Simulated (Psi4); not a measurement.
Geometry relaxation, with input and output: C₂H₄FGa (part 2 of 3)

C₂H₄FGa; PBE0/def2-TZVP, RKS, dispersion D4 (Psi4 1.11). The geometry comes from this level: PBE0-D4/def2-TZVP.

Geometry of the input (Å):
```
C  -0.8371  1.1754  0.0609
C  0.3426  0.5695  -0.0650
Ga 0.4817  -1.3602  -0.0076
F  2.1105  -2.0061  -0.1996
H  -1.7621  0.6205  0.2001
H  -0.9411  2.2578  0.0316
H  1.2323  1.1796  -0.2023
H  -0.6269  -2.4367  0.1820
```

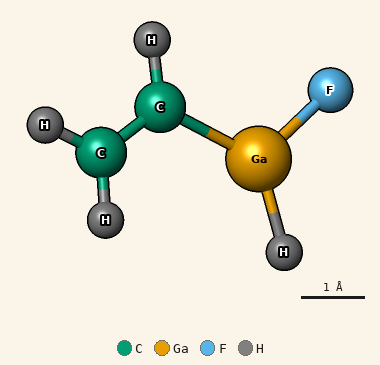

*The structure as given in the input (ball-and-stick view, seen at a tilt). Sticks mark near contacts.*

### Log, continued
```
	total time  =          4 seconds =       0.07 minutes

    			-----------------------------------------

    			 OPTKING 3.0: for geometry optimizations

    			        with contributions from

    			-----------------------------------------

	                            ===> Fragment 1 <==

	 Z (Atomic Numbers)          Masses                          Geom
	       6.000000            12.000000         -0.00319670  2.36131587 -4.18014446
	       6.000000            12.000000         -0.00319670  2.36131587 -1.66272123
	      31.000000            68.925573         -0.00319670 -0.77557476  0.21836890
	       9.000000            18.998403          0.01695796 -0.45186960  3.53352392
	       1.000000             1.007825         -0.00401820  0.62254195 -5.27601445
	       1.000000             1.007825         -0.00245795  4.09839596 -5.27926657
	       1.000000             1.007825         -0.00157687  4.16274016 -0.67370764
	       1.000000             1.007825         -0.01687126 -3.55521852 -0.74543628

	 - Coordinate -           - BOHR/RAD -       - ANG/DEG -
	 R(1,2)           =         2.517423           1.332163
	 R(1,5)           =         2.055302           1.087619
	 R(1,6)           =         2.055606           1.087780
	 R(2,3)           =         3.657675           1.935558
	 R(2,7)           =         2.055062           1.087492
	 R(3,4)           =         3.330982           1.762680
	 R(3,8)           =         2.942028           1.556854
	 B(1,2,3)         =         2.110971         120.949730
	 B(1,2,7)         =         2.072885         118.767550
	 B(2,1,5)         =         2.133165         122.221360
	 B(2,1,6)         =         2.134943         122.323220
	 B(2,3,4)         =         2.013627         115.372320
	 B(2,3,8)         =         2.267644         129.926431
	 B(3,2,7)         =         2.099329         120.282700
	 B(4,3,8)         =         2.001914         114.701240
	 B(5,1,6)         =         2.015077         115.455420
	 D(1,2,3,4)       =         3.134896         179.616310
	 D(1,2,3,8)       =        -0.006061          -0.347273
	 D(3,2,1,5)       =         0.000472           0.027070
	 D(3,2,1,6)       =        -3.141167        -179.975633
	 D(4,3,2,7)       =        -0.005784          -0.331393
	 D(5,1,2,7)       =         3.141166         179.975550
	 D(6,1,2,7)       =        -0.000474          -0.027153
	 D(7,2,3,8)       =         3.136444         179.705025

	        --- Internal Coordinate Step in ANG or DEG, aJ/ANG or AJ/DEG ---
	-------------------------------------------------------------------------------
	           Coordinate      Previous         Force          Change          New
	           ----------      --------        ------          ------        ------
	               R(1,2)       1.33216       -0.00073       -0.00008       1.33208
	               R(1,5)       1.08762       -0.00067       -0.00012       1.08750
	               R(1,6)       1.08778       -0.00034       -0.00006       1.08772
	               R(2,3)       1.93556       -0.00117       -0.00042       1.93514
	               R(2,7)       1.08749       -0.00021       -0.00004       1.08745
	               R(3,4)       1.76268       -0.00266       -0.00058       1.76210
	               R(3,8)       1.55685       -0.00015       -0.00007       1.55679
	             B(1,2,3)     120.94973       -0.00001       -0.04249     120.90724
	             B(1,2,7)     118.76755        0.00001        0.02815     118.79570
	             B(2,1,5)     122.22136       -0.00001       -0.02773     122.19363
	             B(2,1,6)     122.32322        0.00000        0.01342     122.33664
	             B(2,3,4)     115.37232       -0.00001       -0.03882     115.33350
	             B(2,3,8)     129.92643        0.00001        0.05484     129.98127
	             B(3,2,7)     120.28270        0.00000        0.01436     120.29706
	             B(4,3,8)     114.70124       -0.00000       -0.01612     114.68512
	             B(5,1,6)     115.45542        0.00000        0.01431     115.46973
	           D(1,2,3,4)     179.61631        0.00000        0.23055     179.84686
	           D(1,2,3,8)      -0.34727        0.00000        0.07147      -0.27580
	           D(3,2,1,5)       0.02707        0.00000        0.02032       0.04739
	           D(3,2,1,6)    -179.97563        0.00000        0.01503    -179.96060
	           D(4,3,2,7)      -0.33139        0.00000        0.20658      -0.12482
	           D(5,1,2,7)     179.97555        0.00000        0.04393     180.01948
	           D(6,1,2,7)      -0.02715        0.00000        0.03865       0.01150
	           D(7,2,3,8)     179.70502        0.00000        0.04749     179.75252
	-------------------------------------------------------------------------------

	                                 ==> Convergence Check <==

	Measures of convergence in internal coordinates in au.

	Criteria marked as inactive (o), active & met (*), and active & unmet ( ).

	----------------------------------------------------------------------------------------------~
	   Step    Total Energy     Delta E     Max Force     RMS Force      Max Disp      RMS Disp   ~
	----------------------------------------------------------------------------------------------~
	  Convergence Criteria     1.00e-06 *    3.00e-04 *             o    1.20e-03 *             o~
	----------------------------------------------------------------------------------------------~
	     1   -2102.95524535   -2.10e+03      3.23e-04      1.02e-04 o    4.02e-03      1.25e-03 o  ~
	----------------------------------------------------------------------------------------------

Next Geometry in Ang
	Fragment 1 (Ang)

	    C  -0.0021531372   1.2494871535  -2.2116787872
	    C  -0.0006443361   1.2498154102  -0.8795959897
	   Ga  -0.0003047130  -0.4102853041   0.1147947802
	    F   0.0060194439  -0.2387116615   1.8685063328
	    H  -0.0040063305   0.3290480758  -2.7908494373
	    H  -0.0017449741   2.1683776054  -2.7937183886
	    H   0.0008643234   2.2029255734  -0.3560193368
	    H  -0.0073207267  -1.8813839808  -0.3945271607

    Structure for next step:
    Molecular point group: c1
    Full point group: C1

    Geometry (in Angstrom), charge = 0, multiplicity = 1:

    C
    C             1    1.332084
    GA            2    1.935135      1  120.907238
    F             3    1.762096      2  115.333504      1  179.846863
    H             1    1.087497      2  122.193632      3    0.047387
    H             1    1.087718      5  115.469731      2 -179.992524
    H             2    1.087453      1  118.795699      5 -179.980515
    H             3    1.556788      4  114.685122      2 -179.896554

gradient() will perform analytic gradient computation.

   => Loading Basis Set <=

    Name: DEF2-TZVP
    Role: ORBITAL
    Keyword: BASIS

   => PBE0-D4(BJ,EEQ)ATM: Empirical Dispersion <=

        a1 =       0.400856
        a2 =       5.029288
       alp =      16.000000
        s6 =       1.000000
        s8 =       1.200655
        s9 =       1.000000
        ga =       3.000000
        gc =       2.000000
        wf =       6.000000

         ---------------------------------------------------------
                                   SCF
                              RKS Reference
                        1 Threads,   1525 MiB Core
         ---------------------------------------------------------

  ==> Geometry <==

    Molecular point group: c1
    Full point group: C1

    Geometry (in Angstrom), charge = 0, multiplicity = 1:

       Center              X                  Y                   Z               Mass
    ------------   -----------------  -----------------  -----------------  -----------------
         C           -0.000650431534     1.249873419811    -2.210776839816    12.000000000000
         C           -0.000650431534     1.249873419811    -0.878693147419    12.000000000000
         GA          -0.000650431534    -0.410472471605     0.115288251371    68.925573500000
         F            0.003606269316    -0.239328955335     1.869048068626    18.998403162730
         H           -0.001411574269     0.329576627742    -2.790176017690     1.007825032230
         H           -0.000018460566     2.168907674390    -2.792589151737     1.007825032230
         H           -0.000186339383     2.202854858972    -0.354880268697     1.007825032230
         H           -0.006392590462    -1.881448478700    -0.394403807478     1.007825032230

  Running in c1 symmetry.

  Rotational constants: A =      0.58530  B =      0.09069  C =      0.07852 [cm^-1]
  Rotational constants: A =  17546.80694  B =   2718.70228  C =   2353.97865 [MHz]
  Nuclear repulsion =  246.821894482145495

  Charge       = 0
  Multiplicity = 1
  Electrons    = 56
  Nalpha       = 28
  Nbeta        = 28

  ==> Algorithm <==

  SCF Algorithm Type is DF.
  DIIS enabled.
  MOM disabled.
  Fractional occupation disabled.
  Guess Type is READ.
  Energy threshold   = 1.00e-08
  Density threshold  = 1.00e-08
  Integral threshold = 1.00e-12

  ==> Primary Basis <==

  Basis Set: DEF2-TZVP
    Blend: DEF2-TZVP
    Number of shells: 65
    Number of basis functions: 165
    Number of Cartesian functions: 187
    Spherical Harmonics?: true
    Max angular momentum: 3

  ==> DFT Potential <==

   => LibXC <=

    Version 7.1.2

   => Composite Functional: PBE0-D4BJEEQATM <=

    PBE0-d4bjeeqatm Hyb-GGA Exchange-Correlation Functional

    Deriv               =              1
    GGA                 =           TRUE
    Meta                =          FALSE

    Exchange Hybrid     =           TRUE
    MP2 Hybrid          =          FALSE

   => Exchange Functionals <=

    0.7500   Perdew, Burke & Ernzerhof

   => Exact (HF) Exchange <=

    0.2500               HF

   => Correlation Functionals <=

    1.0000   Perdew, Burke & Ernzerhof

   => LibXC Density Thresholds  <==

    XC_HYB_GGA_XC_PBEH:  1.00E-15

   => Molecular Quadrature <=

    Radial Scheme          =       TREUTLER
    Pruning Scheme         =           NONE
    Nuclear Scheme         =       TREUTLER

    Blocking Scheme        =         OCTREE
    BS radius alpha        =              1
    Pruning alpha          =              1
    Radial Points          =             75
    Spherical Points       =            302
    Total Points           =         173641
    Total Blocks           =           1354
    Max Points             =            256
    Max Functions          =            158
    Weights Tolerance      =       1.00E-15

   => Loading Basis Set <=

    Name: (DEF2-TZVP AUX)
    Role: JKFIT
    Keyword: DF_BASIS_SCF

   => Loading Basis Set <=

    Name: DEF2-TZVP
    Role: ORBITAL
    Keyword: BASIS

  Reading orbitals from file scr/input.default.4326.180.npy, no projection.

  ==> Integral Setup <==

  DFHelper Memory: AOs need 0.118 GiB; user supplied 0.518 GiB.
  SCF_SUBTYPE=INCORE selected. In-core MEM_DF algorithm will be used.
  Using in-core AOs.

  ==> MemDFJK: Density-Fitted J/K Matrices <==

    J tasked:                   Yes
    K tasked:                   Yes
    wK tasked:                   No
    Memory [MiB]:               530
    Algorithm:                 Core
    Schwarz Cutoff:           1E-12
    Mask sparsity (%):       5.5096
    Fitting Condition:        1E-10

   => Auxiliary Basis Set <=

  Basis Set: (DEF2-TZVP AUX)
    Blend: DEF2-UNIVERSAL-JKFIT
    Number of shells: 159
    Number of basis functions: 565
    Number of Cartesian functions: 722
    Spherical Harmonics?: true
    Max angular momentum: 5

  Cached 100.0% of DFT collocation blocks in 0.600 [GiB].

  Minimum eigenvalue in the overlap matrix is 1.9270610480E-04.
  Reciprocal condition number of the overlap matrix is 2.6572668734E-05.
    Using symmetric orthogonalization.

  ==> Pre-Iterations <==

  SCF Guess: Orbitals guess was supplied from a previous computation.

   -------------------------------------------------------
    Irrep   Nso     Nmo     Nalpha   Nbeta   Ndocc  Nsocc
   -------------------------------------------------------
     A        165     165      28      28      28       0
   -------------------------------------------------------
    Total     165     165      28      28      28       0
   -------------------------------------------------------

  ==> Iterations <==

                           Total Energy        Delta E     RMS |[F,P]|

   @DF-RKS iter   0: -2102.95543593922048   -2.10296e+03   3.87667e-05
   @DF-RKS iter   1: -2102.95524493197308    1.91007e-04   2.26621e-06 DIIS
   @DF-RKS iter   2: -2102.95524499600970   -6.40366e-08   1.61997e-06 DIIS
   @DF-RKS iter   3: -2102.95524501677392   -2.07642e-08   7.20861e-07 DIIS
   @DF-RKS iter   4: -2102.95524502126500   -4.49108e-09   2.00495e-07 DIIS
   @DF-RKS iter   5: -2102.95524502167245   -4.07454e-10   8.95190e-08 DIIS
   @DF-RKS iter   6: -2102.95524502176931   -9.68612e-11   1.95734e-08 DIIS
   @DF-RKS iter   7: -2102.95524502177386   -4.54747e-12   5.26469e-09 DIIS
  Energy and wave function converged.

  ==> Post-Iterations <==

   Electrons on quadrature grid:
      Ntotal   =   55.9999610203 ; deviation = -3.898e-05

    Orbital Energies [Eh]
    ---------------------

    Doubly Occupied:

       1A   -372.908997     2A    -46.054339     3A    -40.769945
       4A    -40.765215     5A    -40.764702     6A    -24.704795
       7A    -10.248553     8A    -10.236749     9A     -5.569372
      10A     -3.843723    11A     -3.833135    12A     -3.830828
      13A     -1.144598    14A     -0.870471    15A     -0.866829
      16A     -0.864071    17A     -0.862373    18A     -0.856755
      19A     -0.796023    20A     -0.600088    21A     -0.501209
      22A     -0.468643    23A     -0.428438    24A     -0.392062
      25A     -0.389274    26A     -0.370732    27A     -0.312916
      28A     -0.310202

    Virtual:

      29A     -0.060651    30A      0.011715    31A      0.017763
      32A      0.036066    33A      0.079693    34A      0.097193
      35A      0.128285    36A      0.144305    37A      0.157304
      38A      0.194682    39A      0.208266    40A      0.221072
      41A      0.223574    42A      0.244154    43A      0.246620
      44A      0.265708    45A      0.279289    46A      0.283938
      47A      0.335631    48A      0.340437    49A      0.377116
      50A      0.402671    51A      0.411277    52A      0.465508
      53A      0.471578    54A      0.488493    55A      0.504710
      56A      0.568836    57A      0.590667    58A      0.613840
      59A      0.627261    60A      0.676242    61A      0.683963
      62A      0.723609    63A      0.755145    64A      0.800702
      65A      0.812544    66A      0.837082    67A      0.878062
      68A      0.905892    69A      0.919692    70A      0.945725
      71A      0.950833    72A      0.987151    73A      1.010655
      74A      1.021491    75A      1.036309    76A      1.087035
      77A      1.123484    78A      1.129489    79A      1.165451
      80A      1.206446    81A      1.268781    82A      1.276398
      83A      1.291071    84A      1.354829    85A      1.477231
      86A      1.503672    87A      1.570500    88A      1.609857
      89A      1.655769    90A      1.747545    91A      1.773176
      92A      1.789882    93A      1.824470    94A      1.860102
      95A      1.895514    96A      1.958529    97A      2.062317
      98A      2.086747    99A      2.140133   100A      2.158777
     101A      2.216694   102A      2.257797   103A      2.275385
     104A      2.300753   105A      2.325445   106A      2.364705
     107A      2.376737   108A      2.396777   109A      2.430917
     110A      2.468194   111A      2.517565   112A      2.555075
     113A      2.589076   114A      2.621605   115A      2.655153
     116A      2.715044   117A      2.781732   118A      2.838271
     119A      2.856464   120A      2.884982   121A      2.885431
     122A      2.942782   123A      3.070869   124A      3.121626
     125A      3.124035   126A      3.170300   127A      3.198367
     128A      3.254345   129A      3.262511   130A      3.343513
     131A      3.368678   132A      3.375181   133A      3.409306
     134A      3.462408   135A      3.479432   136A      3.543917
     137A      3.625051   138A      3.677440   139A      3.733388
     140A      3.874013   141A      3.985682   142A      4.050588
     143A      4.182960   144A      4.310954   145A      4.345529
     146A      4.415272   147A      4.615605   148A      4.654654
     149A      4.786469   150A      5.716138   151A      6.943339
     152A      6.943886   153A      6.946495   154A      6.958057
     155A      6.959002   156A      6.994134   157A      7.024137
     158A      8.364644   159A      8.387411   160A      8.575826
     161A      8.657285   162A      8.871701   163A     22.074578
     164A     22.653505   165A     56.964631
```
